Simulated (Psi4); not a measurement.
**ROBCCD/6-31G(d,p) (Cartesian functions) run of BN (boron nitride)**

Aim: the energy change on altering one bond length of BN (boron nitride) at ROBCCD/6-31G** (Cartesian functions), from 2 runs. 

The results are computed with Psi4 1.11.

1 further run of the same task is left out (set aside as unsound or not needed).

## (1) The structure to begin with

BN has 2 atoms, charge 0, and is taken as a triplet. SMILES: `B#N`. The coordinates come from a GFN2-xTB relaxation.

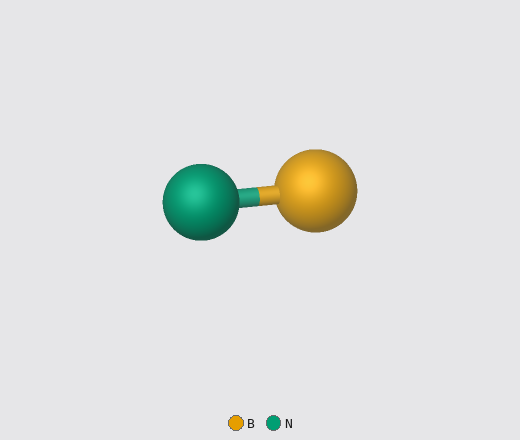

Viewed from a chosen angle; boron amber, nitrogen teal.

## (2) The energy at ROBCCD/6-31G(d,p) (Cartesian functions)

calc.inp

```
memory 1600 mb

molecule molecule1 {
  0 3
  B      0.00000000     0.00000000     0.00000000
  N      0.00000000     0.00000000     2.39698531
  units bohr
  no_reorient
  no_com
}

set basis 6-31G**
set reference rohf
set scf_type pk
set freeze_core true

e, wfn = energy('bccd', return_wfn=True)
```

Run with:

```sh
$ psi4 -n 1 calc.inp calc.out
```

calc.out:

```text
[...]
  Running in c2v symmetry.
[...]
  Nuclear repulsion =   14.601674801252747
[...]
  Multiplicity = 3
[...]
  Nalpha       = 7
  Nbeta        = 5
[...]
    Number of basis functions: 30
[...]
   @ROHF iter   1:   -78.92786821371264   -9.59363e-01   1.36642e-02 DIIS
[...]
   @ROHF iter  12:   -78.98560084889193   -2.41585e-13   3.76487e-09 DIIS
[...]
    Orbital Energies [Eh]
    ---------------------
    Doubly Occupied:
       1A1   -15.585871     2A1    -7.671481     3A1    -1.090740
       4A1    -0.535019     1B1    -0.436712
    Singly Occupied:
       1B2    -0.227743     5A1    -0.224041
[...]
  @ROHF Final Energy:   -78.98560084889193
   => Energetics <=
    Nuclear Repulsion Energy =             14.6016748012527469
    One-Electron Energy =                -135.5217573393688895
    Two-Electron Energy =                  41.9344816892242136
    Total Energy =                        -78.9856008488919343
[...]
 Multipole Moments:
 ------------------------------------------------------------------------------------
     Multipole            Electronic (a.u.)      Nuclear  (a.u.)        Total (a.u.)
 ------------------------------------------------------------------------------------
 L = 1.  Multiply by 2.5417464519 to convert [e a0] to [Debye]
 Dipole X            :          0.0000000            0.0000000            0.0000000
 Dipole Y            :          0.0000000            0.0000000            0.0000000
 Dipole Z            :        -17.8144383           16.7788972           -1.0355411
 Magnitude           :                                                    1.0355411
[...]
      * MP2 total energy                      =  -79.167077214678159
[...]
      * CCSD total energy                     =  -79.186586875360533
[...]
      * MP2 total energy                      =  -79.177088455643940
[...]
      * CCSD total energy                     =  -79.185429743256137
[...]
      * MP2 total energy                      =  -79.177066363997170
[...]
      * CCSD total energy                     =  -79.185432368314352
[...]
```

It took 8.7 s on 1 thread of Intel Xeon Platinum 8259CL at 2.50GHz (Skylake/Cascade Lake), shared host; peak memory 0.16 GiB.

## (3) The distorted shape, same level

bn.sdf

```

     RDKit          3D

  2  1  0  0  0  0  0  0  0  0999 V2000
    0.0000    0.0000   -0.5074 B   0  0  0  0  0  0  0  0  0  0  0  0
    0.0000    0.0000    1.2684 N   0  0  0  0  0  0  0  0  0  0  0  0
  2  1  3  0
M  END
$$$$
```

bn.py

```python
import psi4
from rdkit import Chem

psi4.set_memory('1600 MB')
psi4.set_num_threads(1)
psi4.set_output_file('bn.out', False)

rd = Chem.SDMolSupplier('bn.sdf', removeHs=False, sanitize=False)[0]
xyz = rd.GetConformer().GetPositions()
atoms = '\n'.join(f'{a.GetSymbol()} {x:.4f} {y:.4f} {z:.4f}' for a, (x, y, z) in zip(rd.GetAtoms(), xyz))
geom = psi4.geometry('0 3\n' + atoms + '\nno_reorient\nno_com')

psi4.set_options({
    'reference': 'rohf',
    'scf_type': 'pk',
    'freeze_core': True,
})

E = psi4.energy('bccd/6-31G**')
print(f'total energy {E:.8f} hartree = {E * 27.211386:.5f} eV')
```

Run with:

```sh
$ python bn.py
```

bn.out:

```text
[...]
  Running in c2v symmetry.
[...]
  Nuclear repulsion =   10.429779464720127
[...]
  Multiplicity = 3
[...]
  Nalpha       = 7
  Nbeta        = 5
[...]
    Number of basis functions: 30
[...]
   @ROHF iter   1:   -78.70302227624651   -1.18509e+00   1.96922e-02 DIIS
[...]
   @ROHF iter  20:   -78.88400158372147   -3.12639e-13   3.39002e-09 DIIS
[...]
    Orbital Energies [Eh]
    ---------------------
    Doubly Occupied:
       1A1   -15.612328     2A1    -7.774019     3A1    -0.973536
       4A1    -0.517663     1B1    -0.391604
    Singly Occupied:
       5A1    -0.216925     1B2    -0.170830
[...]
  @ROHF Final Energy:   -78.88400158372147
   => Energetics <=
    Nuclear Repulsion Energy =             10.4297794647201272
    One-Electron Energy =                -127.0932926825374949
    Two-Electron Energy =                  37.7795116340958970
    Total Energy =                        -78.8840015837214708
[...]
 Multipole Moments:
 ------------------------------------------------------------------------------------
     Multipole            Electronic (a.u.)      Nuclear  (a.u.)        Total (a.u.)
 ------------------------------------------------------------------------------------
 L = 1.  Multiply by 2.5417464519 to convert [e a0] to [Debye]
 Dipole X            :          0.0000000            0.0000000            0.0000000
 Dipole Y            :          0.0000000            0.0000000            0.0000000
 Dipole Z            :        -12.6801044           11.9842651           -0.6958393
 Magnitude           :                                                    0.6958393
[...]
      * MP2 total energy                      =  -79.066154614022423
[...]
      * CCSD total energy                     =  -79.109688558392548
[...]
      * MP2 total energy                      =  -79.107069626372052
[...]
      * CCSD total energy                     =  -79.106959003359407
[...]
      * MP2 total energy                      =  -79.107086708087749
[...]
      * CCSD total energy                     =  -79.106957569383724
[...]
```

Standard output:

```text
total energy -79.10695757 hartree = -2152.60996 eV
```

Wall time 14 s (1 thread of Intel Xeon Platinum 8259CL at 2.50GHz (Skylake/Cascade Lake), shared host); peak memory 0.19 GiB.

## (4) Outcome

At ROBCCD/6-31G** (Cartesian functions), 2 core orbitals frozen:

| quantity | value |
| --- | --- |
| first shape: total energy | -79.18543 Eh |
| first shape: correlation energy (2 core orbitals frozen) | -199.8 mEh |
| distorted shape: total energy | -79.10696 Eh |
| distorted shape: correlation energy (2 core orbitals frozen) | -223.0 mEh |
| energy change with the B1–N2 bond stretched from 1.268 to 1.776 Å | 2.135 eV |

In words: With the B1–N2 bond stretched from 1.268 to 1.776 Å the energy rises by 2.14 eV (206 kJ/mol). The first shape isn't relaxed at this level, so the change isn't measured from a minimum.
